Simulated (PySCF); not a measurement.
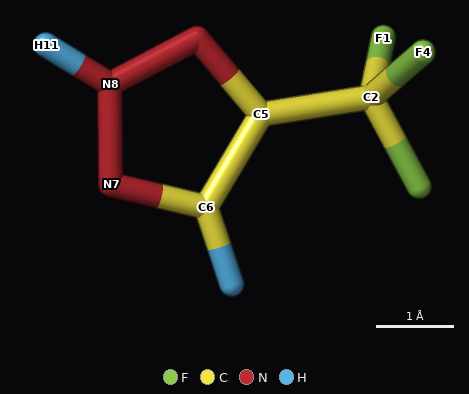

Figure 1. The structure (stick view, seen at a tilt; atoms are numbered from 1 in the order of the input). Bond lengths as drawn: C–C 1.41 to 1.49 Å, C–F 1.34 Å, C–H 1.07 Å, C–N 1.32 to 1.33 Å, H–N 1.01 Å and N–N 1.30 to 1.31 Å.

Excited-state calculation, with input and output: C3H2F3N3

C3H2F3N3, SMILES FC(F)(F)c1cn[nH]n1, computed with TDDFT PBE0/pcSseg-1, vertical, gas phase, core orbitals frozen in the response (PySCF 2.14.0).

The geometry comes from this level: GFN2-xTB. It belongs to a series of runs on one base structure; here: PBE0/pcSseg-1; 6 states.

### Log
```
coarse grid: 10944 points
cycle   1  E = -578.4179357965  dE =  1.990e+00  |g| = 9.285e-01  |ddm| = 3.324e+00
cycle   2  E = -578.2700887844  dE =  1.478e-01  |g| = 1.379e+00  |ddm| = 1.249e+00
cycle   3  E = -578.5686017201  dE = -2.985e-01  |g| = 6.104e-02  |ddm| = 7.398e-01
cycle   4  E = -578.5687552977  dE = -1.536e-04  |g| = 5.162e-02  |ddm| = 8.509e-02
cycle   5  E = -578.5693015825  dE = -5.463e-04  |g| = 1.645e-02  |ddm| = 5.096e-02
cycle   6  E = -578.5693528247  dE = -5.124e-05  |g| = 4.723e-03  |ddm| = 1.431e-02
cycle   7  E = -578.5693571806  dE = -4.356e-06  |g| = 1.277e-03  |ddm| = 3.508e-03
final grid: 112160 points
cycle   8  E = -578.6357878354  dE = -4.299e-05  |g| = 7.011e-03  |ddm| = 3.030e-02
cycle   9  E = -578.6357802531  dE =  7.582e-06  |g| = 9.614e-03  |ddm| = 1.267e-02
cycle  10  E = -578.6357976209  dE = -1.737e-05  |g| = 1.529e-03  |ddm| = 7.077e-03
cycle  11  E = -578.6357981226  dE = -5.017e-07  |g| = 5.143e-04  |ddm| = 1.535e-03
cycle  12  E = -578.6357981710  dE = -4.838e-08  |g| = 1.405e-04  |ddm| = 3.906e-04
cycle  13  E = -578.6357981739  dE = -2.893e-09  |g| = 4.412e-05  |ddm| = 1.175e-04
cycle  14  E = -578.6357981743  dE = -3.504e-10  |g| = 1.972e-05  |ddm| = 4.833e-05
```

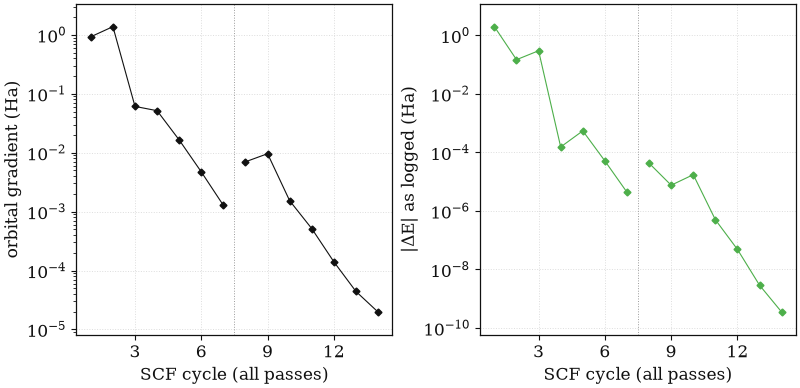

Figure 2. Convergence of the self-consistent field: orbital gradient and size of the energy change against the SCF cycle. The dotted line marks the change from a coarse to the final integration grid. The first 7 cycles use a coarse grid, the final grid takes over at cycle 8, and the field converges after 14 cycles in all.

```
converged SCF energy = -578.6357981743

Static polarisability (au): isotropic 46.249, principal 29.298 50.629 58.819

Singlet excitations
state   eV       nm        f      main configurations
  1   6.3637    194.8   0.00000   H-2->L 0.98
  2   6.9687    177.9   0.08486   H->L 0.85, H-1->L+1 0.12
  3   7.3888    167.8   0.01858   H-3->L 0.85, H-2->L+1 0.14
  4   7.7082    160.8   0.02157   H-1->L 0.72, H->L+1 0.22
  5   7.8590    157.8   0.00051   H-2->L+1 0.84, H-3->L 0.14
  6   8.5408    145.2   0.28935   H->L+1 0.71, H-1->L 0.20

Triplet excitations (Tamm-Dancoff, eV): 5.0702 5.3363
```

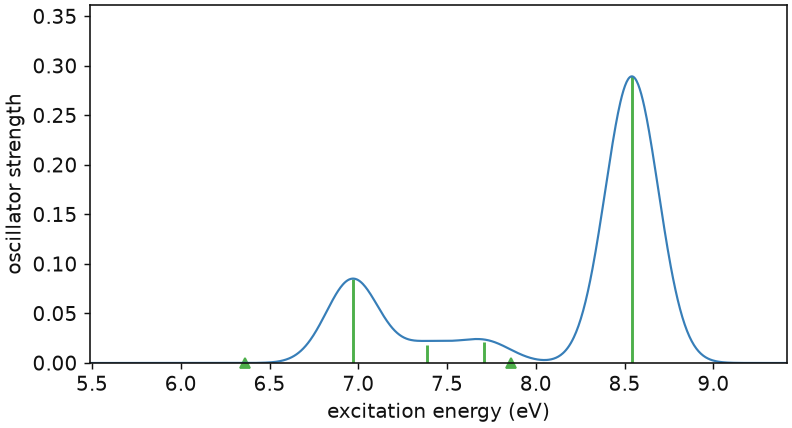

Figure 3. Computed excitations as sticks (degenerate states added up, dark ones marked on the axis), with a Gaussian envelope of 0.35 eV full width at half maximum, scaled to the tallest. Of the 6 states the lowest lies at 6.36 eV (f = 0.000); the strongest line is at 8.54 eV, or 145 nm (f = 0.289).

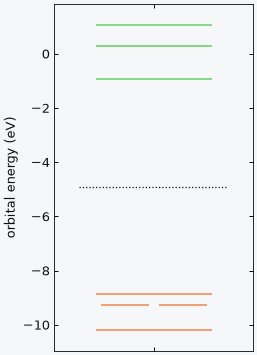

Figure 4. Orbital energies near the frontier; the dotted line parts filled from empty levels, and levels within 0.02 eV of each other stand side by side. Highest filled −8.87 eV, lowest empty −0.92 eV, 7.95 eV apart.

The run was set up as follows.

### Input file
```
{"job": {"kind": "uv", "xc": "PBE0", "basis": "pcSseg-1", "nstates": 6, "ntriplets": 2, "tda": false}, "charge": 0, "multiplicity": 1}
F     -1.968697    -1.181155    -0.987512
C     -1.606261    -0.313229    -0.032407
F     -2.267934     0.828424    -0.278488
F     -2.083773    -0.792434     1.124880
C     -0.136047    -0.084835     0.005933
C      0.581071     1.110985    -0.173124
N      1.863627     0.824725    -0.051503
N      1.898337    -0.463035     0.185113
N      0.738490    -1.059106     0.230632
H      0.222460     2.097637    -0.372627
H      2.764151    -0.965306     0.323138
```

The first line tells a small driver script what to run in PySCF; the rest is the geometry in Å.

Launch command:
```bash
OMP_NUM_THREADS=1 python <driver script> task.json out
```

### Key numbers

| quantity | value |
| --- | --- |
| outcome | converged |
| total energy | −578.635798 hartree |
| HOMO | −8.87 eV |
| LUMO | −0.92 eV |
| dipole moment | 2.57 D |
| mean polarisability | 46.25 a.u. |
| lowest singlet excitation | 6.36 eV |
| hardware | 1 CPU thread, shared host |
| wall time | 24 s |
| peak memory | 0.81 GiB |

### Notes

Settings chosen away from the usual ones: PBE0/pcSseg-1; 6 states.
